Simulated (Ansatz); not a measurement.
**C₂H₅GaS: shape, modes and thermochemistry**

The task is to find a stationary geometry of C₂H₅GaS, then compute its harmonic vibrations to see whether it is a minimum and to get the zero-point energy and entropy.

The runs use Ansatz 0.2.0, Gaussian basis; RKS PBE0-D4/def2-TZVP.

Levels to be run: relaxation at PBE0-D4/def2-TZVP; harmonic vibrations at the same level.

1 further run of the same task is left out (set aside as unsound or not needed).

**1. The starting structure**

SMILES `[CH3][Ga]1[CH2][S]1`, 9 atoms, charge 0, spin multiplicity 1.

Atoms are counted from 1 here; the program's logs count them from 0.

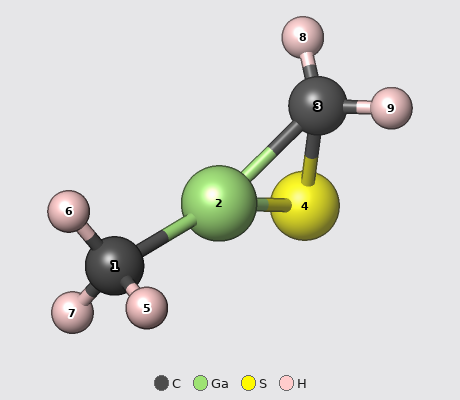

As it starts; carbon dark grey, gallium green, sulfur yellow, hydrogen pink; atoms are numbered from 1 in the order of the file.

As a file:

```mol
C2H5GaS
  3D, bonds by distance, orders not assigned

  9  9  0  0  0  0  0  0  0  0999 V2000
   -0.8318    1.7361    0.3273 C   0  0
   -0.1717   -0.1591   -0.0527 Ga  0  0
    1.1922   -1.6001   -0.2556 C   0  0
   -0.6719   -2.2196   -0.6058 S   0  0
   -0.8841    1.8976    1.4054 H   0  0
   -0.1505    2.4668   -0.1121 H   0  0
   -1.8285    1.8532   -0.1053 H   0  0
    1.7642   -1.7750   -1.1659 H   0  0
    1.5821   -2.1999    0.5647 H   0  0
  1  2  8  0
  2  3  8  0
  3  4  8  0
  1  5  8  0
  1  6  8  0
  1  7  8  0
  3  8  8  0
  3  9  8  0
  2  4  8  0
M  END
```

The start is a GFN2-xTB geometry.

**2. Geometry optimisation, PBE0-D4/def2-TZVP**

The input, in.yaml:

```yaml
crystal:
  periodic: [false, false, false]
  atoms:
    - {symbol: C, position_ang: [-0.831810, 1.736070, 0.327340]}
    - {symbol: Ga, position_ang: [-0.171690, -0.159070, -0.052710]}
    - {symbol: C, position_ang: [1.192160, -1.600060, -0.255600]}
    - {symbol: S, position_ang: [-0.671890, -2.219610, -0.605770]}
    - {symbol: H, position_ang: [-0.884070, 1.897570, 1.405420]}
    - {symbol: H, position_ang: [-0.150540, 2.466750, -0.112130]}
    - {symbol: H, position_ang: [-1.828520, 1.853210, -0.105290]}
    - {symbol: H, position_ang: [1.764240, -1.774980, -1.165940]}
    - {symbol: H, position_ang: [1.582120, -2.199880, 0.564690]}
basis:
  gaussian: {orbitals: def2-TZVP}
hamiltonian: {xc: pbe0, dispersion: d4}
relax: {f_tol: 0.005, max_steps: 150}
```

Launch:

```sh
ansatz run in.yaml --threads 2 --pin off --events-out ev --progress --plain --max-ram 4352MiB
```

What it wrote:

```text
Functional definition: PBE0
  name "PBE0"
  cite "Adamo & Barone, J. Chem. Phys. 110, 6158 (1999) doi:10.1063/1.478522"
  cite "Perdew, Burke & Ernzerhof, Phys. Rev. Lett. 77, 3865 (1996) doi:10.1103/PhysRevLett.77.3865"
  parent pbe
  parameter a = 0.25
  parameter kappa = 0.804
  parameter beta = 0.06672455060314922
  exchange = (1 - a)*pbe_x(kappa = kappa, mu = beta*pi^2/3) + a*exact_x
  correlation = pbe_c(beta = beta)
1264 factors; their error is unknown
mean field evaluation 1: about -65345.5940 eV, gradient 7.0e1 eV
mean field evaluation 2: about -65336.8032 eV, gradient 8.9e1 eV
mean field evaluation 4: about -65356.2380 eV, gradient 6.0e0 eV
mean field evaluation 8: about -65356.3306 eV, gradient 1.1e-1 eV
mean field evaluation 16: about -65356.5299 eV, gradient 1.4e-4 eV
mean field -65356.52986064 eV, -2401.8081721314 hartree, gradient 3.7e-5 eV, S^2 0.000000; 0 other end points of the search recorded, 0 dependent functions left out
the calculation of the forces begins
reference -65356.52988995 eV, -2401.8081732088 hartree; 32, 32 occupied and 145, 145 virtual orbitals, 1264 factors
relax step   1: F+E_penalty+E_count = -65356.68781662 eV  Δ(F+E_penalty+E_count) = +0.000e0 eV  max|allowed force component| = 1.256e0 eV/Å  Δτ_max = 0.0000 Å  (28 SCF iters, accepted)
these checks for a lower state are left out or cut short: starts, cluster_reference, orbital_swaps, neighbouring_geometries, increment
1264 factors; their error is unknown
mean field -65356.67235338 eV, -2401.8134086430 hartree, gradient 9.2e-6 eV, S^2 0.000000; 0 other end points of the search recorded, 0 dependent functions left out
the calculation of the forces begins
reference -65356.67238255 eV, -2401.8134097150 hartree; 32, 32 occupied and 145, 145 virtual orbitals, 1264 factors
relax step   2: F+E_penalty+E_count = -65356.83296195 eV  Δ(F+E_penalty+E_count) = -1.451e-1 eV  max|allowed force component| = 7.909e-1 eV/Å  Δτ_max = 0.1321 Å  (31 SCF iters, accepted)
these checks for a lower state are left out or cut short: starts, cluster_reference, orbital_swaps, neighbouring_geometries, increment
1264 factors; their error is unknown
mean field evaluation 32: about -65356.7117 eV, gradient 2.6e-5 eV
mean field -65356.71168806 eV, -2401.8148541660 hartree, gradient 2.6e-5 eV, S^2 0.000000; 0 other end points of the search recorded, 0 dependent functions left out
the calculation of the forces begins
reference -65356.71171732 eV, -2401.8148552411 hartree; 32, 32 occupied and 145, 145 virtual orbitals, 1264 factors
relax step   3: F+E_penalty+E_count = -65356.87346749 eV  Δ(F+E_penalty+E_count) = -4.051e-2 eV  max|allowed force component| = 5.294e-1 eV/Å  Δτ_max = 0.0764 Å  (31 SCF iters, accepted)
[... from here on, the SCF cycles and remarks between the steps are left out ...]
relax step   4: F+E_penalty+E_count = -65356.88395735 eV  Δ(F+E_penalty+E_count) = -1.049e-2 eV  max|allowed force component| = 1.149e-1 eV/Å  Δτ_max = 0.0204 Å  (32 SCF iters, accepted)
relax step   5: F+E_penalty+E_count = -65356.88593152 eV  Δ(F+E_penalty+E_count) = -1.974e-3 eV  max|allowed force component| = 5.297e-2 eV/Å  Δτ_max = 0.0143 Å  (33 SCF iters, accepted)
relax step   6: F+E_penalty+E_count = -65356.88738457 eV  Δ(F+E_penalty+E_count) = -1.453e-3 eV  max|allowed force component| = 3.929e-2 eV/Å  Δτ_max = 0.0424 Å  (31 SCF iters, accepted)
relax step   7: F+E_penalty+E_count = -65356.88761430 eV  Δ(F+E_penalty+E_count) = -2.297e-4 eV  max|allowed force component| = 3.416e-2 eV/Å  Δτ_max = 0.0086 Å  (32 SCF iters, accepted)
relax step   8: F+E_penalty+E_count = -65356.88766156 eV  Δ(F+E_penalty+E_count) = -4.726e-5 eV  max|allowed force component| = 1.716e-2 eV/Å  Δτ_max = 0.0056 Å  (32 SCF iters, accepted)
relax step   9: F+E_penalty+E_count = -65356.88768321 eV  Δ(F+E_penalty+E_count) = -2.165e-5 eV  max|allowed force component| = 7.659e-4 eV/Å  Δτ_max = 0.0045 Å  (33 SCF iters, accepted)
relax step  10: F+E_penalty+E_count = -65356.88769559 eV  Δ(F+E_penalty+E_count) = -1.238e-5 eV  max|allowed force component| = 6.065e-3 eV/Å  Δτ_max = 0.0069 Å  (32 SCF iters, accepted)
relax step  11: F+E_penalty+E_count = -65356.88768742 eV  Δ(F+E_penalty+E_count) = +8.171e-6 eV  max|allowed force component| = 4.264e-2 eV/Å  Δτ_max = 0.0461 Å  (31 SCF iters, rejected (line search))
relax step  12: F+E_penalty+E_count = -65356.88774017 eV  Δ(F+E_penalty+E_count) = -4.458e-5 eV  max|allowed force component| = 8.776e-3 eV/Å  Δτ_max = 0.0225 Å  (31 SCF iters, accepted)
relax step  13: F+E_penalty+E_count = -65356.88641415 eV  Δ(F+E_penalty+E_count) = +1.326e-3 eV  max|allowed force component| = 1.835e-1 eV/Å  Δτ_max = 0.0975 Å  (30 SCF iters, rejected (line search))
relax step  14: F+E_penalty+E_count = -65356.88700659 eV  Δ(F+E_penalty+E_count) = +7.336e-4 eV  max|allowed force component| = 1.205e-1 eV/Å  Δτ_max = 0.0078 Å  (33 SCF iters, rejected (line search))
relax step  15: F+E_penalty+E_count = -65356.88775011 eV  Δ(F+E_penalty+E_count) = -9.932e-6 eV  max|allowed force component| = 1.023e-2 eV/Å  Δτ_max = 0.0039 Å  (33 SCF iters, accepted)
relax step  16: F+E_penalty+E_count = -65356.88777571 eV  Δ(F+E_penalty+E_count) = -2.561e-5 eV  max|allowed force component| = 1.277e-2 eV/Å  Δτ_max = 0.0120 Å  (32 SCF iters, accepted)
relax step  17: F+E_penalty+E_count = -65356.88756773 eV  Δ(F+E_penalty+E_count) = +2.080e-4 eV  max|allowed force component| = 8.746e-2 eV/Å  Δτ_max = 0.0732 Å  (31 SCF iters, rejected (line search))
relax step  18: F+E_penalty+E_count = -65356.88781229 eV  Δ(F+E_penalty+E_count) = -3.658e-5 eV  max|allowed force component| = 1.293e-2 eV/Å  Δτ_max = 0.0187 Å  (31 SCF iters, accepted)
relax step  19: F+E_penalty+E_count = -65356.88787002 eV  Δ(F+E_penalty+E_count) = -5.773e-5 eV  max|allowed force component| = 2.399e-2 eV/Å  Δτ_max = 0.0366 Å  (31 SCF iters, accepted)
relax step  20: F+E_penalty+E_count = -65356.88791102 eV  Δ(F+E_penalty+E_count) = -4.100e-5 eV  max|allowed force component| = 2.005e-2 eV/Å  Δτ_max = 0.0159 Å  (32 SCF iters, accepted)
relax step  21: F+E_penalty+E_count = -65356.88795154 eV  Δ(F+E_penalty+E_count) = -4.052e-5 eV  max|allowed force component| = 1.714e-2 eV/Å  Δτ_max = 0.0158 Å  (31 SCF iters, accepted)
relax step  22: F+E_penalty+E_count = -65356.88800070 eV  Δ(F+E_penalty+E_count) = -4.917e-5 eV  max|allowed force component| = 2.243e-2 eV/Å  Δτ_max = 0.0344 Å  (30 SCF iters, accepted)
relax step  23: F+E_penalty+E_count = -65356.88803347 eV  Δ(F+E_penalty+E_count) = -3.277e-5 eV  max|allowed force component| = 1.970e-2 eV/Å  Δτ_max = 0.0123 Å  (32 SCF iters, accepted)
relax step  24: F+E_penalty+E_count = -65356.88809641 eV  Δ(F+E_penalty+E_count) = -6.294e-5 eV  max|allowed force component| = 1.989e-2 eV/Å  Δτ_max = 0.0324 Å  (31 SCF iters, accepted)
relax step  25: F+E_penalty+E_count = -65356.88808641 eV  Δ(F+E_penalty+E_count) = +1.000e-5 eV  max|allowed force component| = 5.056e-2 eV/Å  Δτ_max = 0.0342 Å  (31 SCF iters, rejected (line search))
relax step  26: F+E_penalty+E_count = -65356.88814826 eV  Δ(F+E_penalty+E_count) = -5.185e-5 eV  max|allowed force component| = 7.043e-3 eV/Å  Δτ_max = 0.0168 Å  (33 SCF iters, accepted)
relax step  27: F+E_penalty+E_count = -65356.88818671 eV  Δ(F+E_penalty+E_count) = -3.845e-5 eV  max|allowed force component| = 2.491e-2 eV/Å  Δτ_max = 0.0468 Å  (30 SCF iters, accepted)
relax step  28: F+E_penalty+E_count = -65356.88820974 eV  Δ(F+E_penalty+E_count) = -2.303e-5 eV  max|allowed force component| = 1.151e-2 eV/Å  Δτ_max = 0.0060 Å  (33 SCF iters, accepted)
relax step  29: F+E_penalty+E_count = -65356.88824443 eV  Δ(F+E_penalty+E_count) = -3.469e-5 eV  max|allowed force component| = 1.227e-2 eV/Å  Δτ_max = 0.0264 Å  (31 SCF iters, accepted)
relax step  30: F+E_penalty+E_count = -65356.88826385 eV  Δ(F+E_penalty+E_count) = -1.942e-5 eV  max|allowed force component| = 2.250e-2 eV/Å  Δτ_max = 0.0244 Å  (32 SCF iters, accepted)
relax step  31: F+E_penalty+E_count = -65356.88828273 eV  Δ(F+E_penalty+E_count) = -1.888e-5 eV  max|allowed force component| = 1.493e-2 eV/Å  Δτ_max = 0.0059 Å  (32 SCF iters, accepted)
relax step  32: F+E_penalty+E_count = -65356.88830998 eV  Δ(F+E_penalty+E_count) = -2.725e-5 eV  max|allowed force component| = 6.019e-3 eV/Å  Δτ_max = 0.0202 Å  (31 SCF iters, accepted)
relax step  33: F+E_penalty+E_count = -65356.88831940 eV  Δ(F+E_penalty+E_count) = -9.413e-6 eV  max|allowed force component| = 2.007e-2 eV/Å  Δτ_max = 0.0395 Å  (30 SCF iters, accepted)
relax step  34: F+E_penalty+E_count = -65356.88833485 eV  Δ(F+E_penalty+E_count) = -1.545e-5 eV  max|allowed force component| = 8.044e-3 eV/Å  Δτ_max = 0.0086 Å  (32 SCF iters, accepted)
relax step  35: F+E_penalty+E_count = -65356.88834248 eV  Δ(F+E_penalty+E_count) = -7.632e-6 eV  max|allowed force component| = 4.519e-3 eV/Å  Δτ_max = 0.0084 Å  (32 SCF iters, accepted)
relax step  36: F+E_penalty+E_count = -65356.88835201 eV  Δ(F+E_penalty+E_count) = -9.532e-6 eV  max|allowed force component| = 6.862e-3 eV/Å  Δτ_max = 0.0227 Å  (31 SCF iters, accepted)
relax step  37: F+E_penalty+E_count = -65356.88835616 eV  Δ(F+E_penalty+E_count) = -4.146e-6 eV  max|allowed force component| = 7.165e-3 eV/Å  Δτ_max = 0.0119 Å  (33 SCF iters, accepted)
relax step  38: F+E_penalty+E_count = -65356.88835975 eV  Δ(F+E_penalty+E_count) = -3.595e-6 eV  max|allowed force component| = 5.974e-3 eV/Å  Δτ_max = 0.0069 Å  (32 SCF iters, accepted)
relax step  39: F+E_penalty+E_count = -65356.88836445 eV  Δ(F+E_penalty+E_count) = -4.702e-6 eV  max|allowed force component| = 3.784e-3 eV/Å  Δτ_max = 0.0120 Å  (32 SCF iters, accepted)
these checks for a lower state are left out or cut short: starts, cluster_reference, orbital_swaps, neighbouring_geometries, increment
1264 factors; their error is unknown
mean field evaluation 288: about -65356.7265 eV, gradient 9.5e-5 eV
mean field -65356.72646886 eV, -2401.8153973501 hartree, gradient 1.9e-5 eV, S^2 0.000000; 0 other end points of the search recorded, 0 dependent functions left out
the calculation of the forces begins
reference -65356.72649806 eV, -2401.8153984233 hartree; 32, 32 occupied and 145, 145 virtual orbitals, 1264 factors
relax step  40: F+E_penalty+E_count = -65356.88836653 eV  Δ(F+E_penalty+E_count) = -2.073e-6 eV  max|allowed force component| = 1.665e-3 eV/Å  Δτ_max = 0.0089 Å  (33 SCF iters, accepted)
1264 factors; their error is unknown
mean field -65356.72646886 eV, -2401.8153973501 hartree, gradient 1.8e-5 eV, S^2 0.000000; 1 other end points of the search recorded, 0 dependent functions left out
the calculation of the forces begins
reference -65356.72649806 eV, -2401.8153984233 hartree; 32, 32 occupied and 145, 145 virtual orbitals, 1264 factors
Total energy: -65356.88839573 eV, -2401.8213480530 hartree
Atom 0 at    -0.786556     1.664263     0.305287 Å, force    -0.000044     0.001137    -0.000003 eV/Å
Atom 1 at    -0.082547    -0.111648    -0.003308 Å, force     0.000098    -0.000825     0.000793 eV/Å
Atom 2 at     1.101038    -1.600678    -0.340568 Å, force    -0.000737    -0.001336    -0.000548 eV/Å
Atom 3 at    -0.681846    -2.196319    -0.171801 Å, force     0.001665     0.000913    -0.000432 eV/Å
Atom 4 at    -1.269810     1.690832     1.283218 Å, force     0.000527    -0.000219    -0.000861 eV/Å
Atom 5 at    -0.000437     2.417298     0.269583 Å, force    -0.001034    -0.000632     0.000039 eV/Å
Atom 6 at    -1.538264     1.887333    -0.453333 Å, force     0.000459     0.000180     0.000417 eV/Å
Atom 7 at     1.509708    -1.769293    -1.332616 Å, force    -0.000594     0.000102     0.001428 eV/Å
Atom 8 at     1.748715    -1.981788     0.443548 Å, force    -0.000341     0.000680    -0.000833 eV/Å
Dipole moment:     0.170733     0.709457     0.062051 e Å
```

It took 3.9 min on 2 threads of Arm Neoverse V1, shared host; peak memory 0.48 GiB.

The steps of the relaxation: (not every step is listed) (the energy doesn't fall at every step)

```tsv
step	energy from step 1 (eV)	largest force component (eV/Å)
1	0.0000	1.2558
2	-0.1451	0.7909
3	-0.1856	0.5294
4	-0.1961	0.1149
5	-0.1981	0.0530
6	-0.1996	0.0393
7	-0.1998	0.0342
8	-0.1998	0.0172
9	-0.1999	0.0008
11	-0.1999	0.0426
13	-0.1986	0.1835
15	-0.1999	0.0102
17	-0.1998	0.0875
19	-0.2001	0.0240
21	-0.2001	0.0171
23	-0.2002	0.0197
25	-0.2003	0.0506
27	-0.2004	0.0249
29	-0.2004	0.0123
31	-0.2005	0.0149
33	-0.2005	0.0201
35	-0.2005	0.0045
36	-0.2005	0.0069
37	-0.2005	0.0072
38	-0.2005	0.0060
39	-0.2005	0.0038
40	-0.2006	0.0017
```

The force was under the threshold of 0.005 eV/Å already at step 9, but the program went on to step 40.

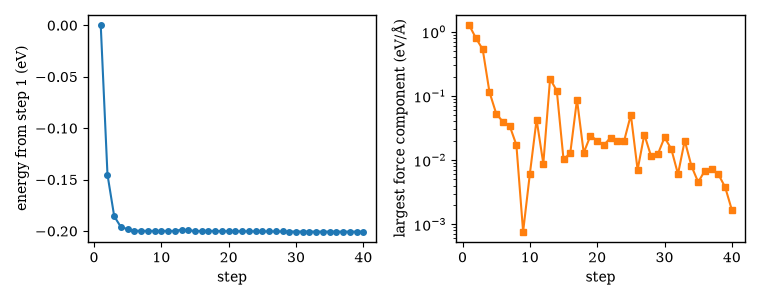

Energy and largest force along the relaxation.

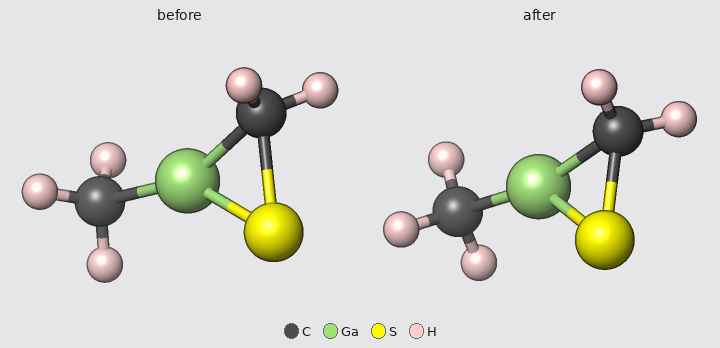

The geometry before (left) and after (right).

Close pairs (by a distance rule), those that changed most:

```tsv
bond	before (Å)	after (Å)	change (Å)
C3–S4	1.995	1.887	-0.108
C1–Ga2	2.042	1.935	-0.107
Ga2–C3	1.994	1.932	-0.063
Ga2–S4	2.191	2.176	-0.016
C3–H8	1.089	1.086	-0.003
C3–H9	1.088	1.086	-0.002
C1–H6	1.091	1.089	-0.002
C1–H7	1.093	1.091	-0.002
```

Mulliken charges at the end point, from the run's report:

```tsv
atom	value (e)
C1	-0.53
Ga2	0.38
C3	-0.36
S4	-0.27
H5	0.16
H6	0.16
H7	0.16
H8	0.15
H9	0.15
```

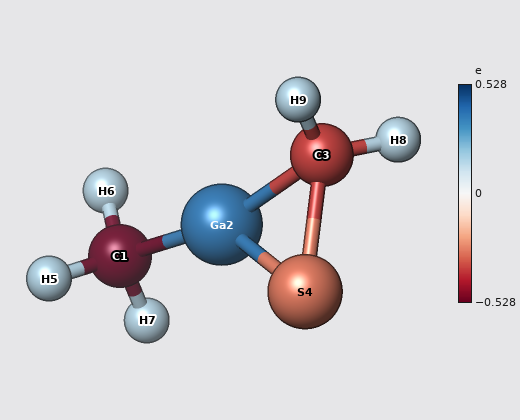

Mulliken charges at the end point, from the run's report, as colours on the atoms.

**3. Force constants and modes**

The input, in.yaml:

```yaml
crystal:
  periodic: [false, false, false]
  atoms:
    - {symbol: C, position_ang: [-0.786556, 1.664263, 0.305287]}
    - {symbol: Ga, position_ang: [-0.082547, -0.111648, -0.003308]}
    - {symbol: C, position_ang: [1.101038, -1.600678, -0.340568]}
    - {symbol: S, position_ang: [-0.681846, -2.196319, -0.171801]}
    - {symbol: H, position_ang: [-1.269810, 1.690832, 1.283218]}
    - {symbol: H, position_ang: [-0.000437, 2.417298, 0.269583]}
    - {symbol: H, position_ang: [-1.538264, 1.887333, -0.453333]}
    - {symbol: H, position_ang: [1.509708, -1.769293, -1.332616]}
    - {symbol: H, position_ang: [1.748715, -1.981788, 0.443548]}
basis:
  gaussian: {orbitals: def2-TZVP}
hamiltonian: {xc: pbe0, dispersion: d4}
phonons: {temperatures: {t_min: 298.15, t_max: 900, t_step: 200}}
```

Same command.

What it wrote (excerpt; [...] marks lines left out):

```text
Functional definition: PBE0
  name "PBE0"
  cite "Adamo & Barone, J. Chem. Phys. 110, 6158 (1999) doi:10.1063/1.478522"
  cite "Perdew, Burke & Ernzerhof, Phys. Rev. Lett. 77, 3865 (1996) doi:10.1103/PhysRevLett.77.3865"
  parent pbe
[...]
1264 factors; their error is unknown
[...]
mean field -65356.72646680 eV, -2401.8153972745 hartree, gradient 1.0e-5 eV, S^2 0.000000; 0 other end points of the search recorded, 0 dependent functions left out
[...]
reference -65356.72649600 eV, -2401.8153983476 hartree; 32, 32 occupied and 145, 145 virtual orbitals, 1264 factors
[...]
1264 factors; their error is unknown
mean field -65356.72630681 eV, -2401.8153913952 hartree, gradient 1.5e-6 eV, S^2 0.000000; 0 other end points of the search recorded, 0 dependent functions left out
[...]
reference -65356.72633601 eV, -2401.8153924682 hartree; 32, 32 occupied and 145, 145 virtual orbitals, 1264 factors
[...]
Atom 1 at    -0.082547    -0.111648    -0.003308 Å, force     0.000094    -0.000790     0.000783 eV/Å
Atom 2 at     1.101038    -1.600678    -0.340568 Å, force    -0.000816    -0.001361    -0.000529 eV/Å
Atom 3 at    -0.681846    -2.196319    -0.171801 Å, force     0.001722     0.000901    -0.000443 eV/Å
Atom 4 at    -1.269810     1.690832     1.283218 Å, force     0.000535    -0.000216    -0.000866 eV/Å
Atom 5 at    -0.000437     2.417298     0.269583 Å, force    -0.001028    -0.000650     0.000035 eV/Å
Atom 6 at    -1.538264     1.887333    -0.453333 Å, force     0.000493     0.000170     0.000447 eV/Å
Atom 7 at     1.509708    -1.769293    -1.332616 Å, force    -0.000583     0.000101     0.001400 eV/Å
Atom 8 at     1.748715    -1.981788     0.443548 Å, force    -0.000325     0.000676    -0.000811 eV/Å
Dipole moment:     0.170734     0.709457     0.062051 e Å
Vibrations: 22.59 115.32 134.17 381.90 501.17 600.60 687.85 716.52 743.73 771.87 961.79 989.02 1232.20 1419.72 1444.86 1448.75 3067.31 3115.98 3155.89 3170.63 3197.22 cm⁻¹, zero-point energy 1.728284 eV
```

It took 4.1 min on 2 threads of Arm Neoverse V1, shared host; peak memory 0.46 GiB.

Motions are named by where the mode's potential energy lies. The modes, unscaled (a negative number is an imaginary wavenumber):

```tsv
mode	cm⁻¹	motion
1	23	torsion
2	115	bend
3	134	torsion
4	382	Ga–S stretch with bend
5	501	Ga–C stretch with bend
6	601	Ga–C stretch
7	688	bend
8	717	Ga–C and C–S stretch
9	744	bend
10	772	bend
11	962	bend
12	989	bend
13	1232	bend
14	1420	bend
15	1445	bend
16	1449	bend
17	3067	C–H stretch
18	3116	C–H stretch
19	3156	C–H stretch
20	3171	C–H stretch
21	3197	C–H stretch
```

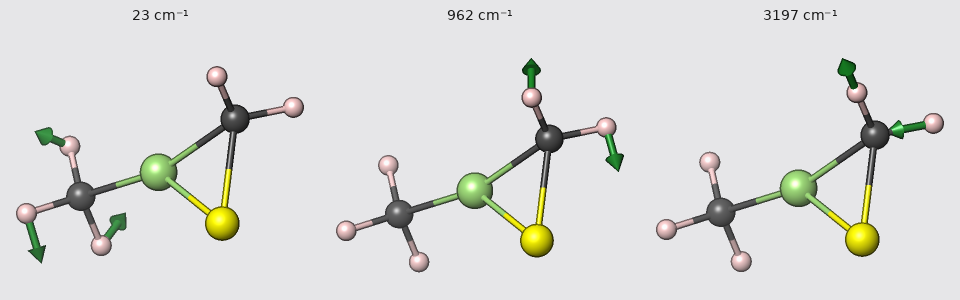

How the atoms move in 3 of the modes.

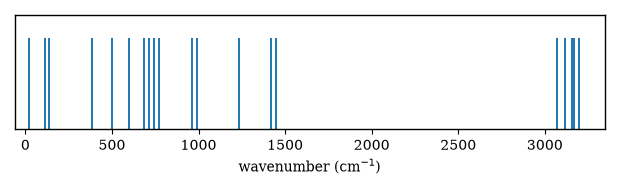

The harmonic wavenumbers as sticks (no intensities were computed).

Ideal gas, rigid rotor and harmonic oscillator at 298.15 K and 1 bar, with symmetry number 1:

```tsv
term	value
zero-point energy	39.9 kcal/mol
H(298) − E	44.4 kcal/mol
entropy, translation	169.6 J/(mol K)
entropy, rotation	109.3 J/(mol K)
entropy, vibration	66.8 J/(mol K)
entropy, total	345.8 J/(mol K)
```

**4. Summary of results**

| quantity | value |
| --- | --- |
| point group | Cs |
| steps | 40 |
| shift from the start (rms) | 0.332 Å |
| total energy | -65356.8884 eV |
| dispersion term | -162 meV |
| dipole moment | 3.52 D |
| lowest, highest wavenumber | 23, 3197 cm⁻¹ |
| zero-point energy | 39.9 kcal/mol |
| entropy at 298.15 K | 345.8 J/(mol K) |

The relaxed geometry lies 0.33 Å (rms) from the start; the bond that changed most is C3–S4, from 1.995 to 1.887 Å. No mode is imaginary: a true minimum at this level. The stiffest mode, 3197 cm⁻¹, is a C–H stretch, and 3 modes under 200 cm⁻¹ make the vibrational entropy uncertain. Harmonic hybrid wavenumbers usually lie a few per cent above measured fundamentals. The largest Mulliken charge, -0.53 e, sits on C1.
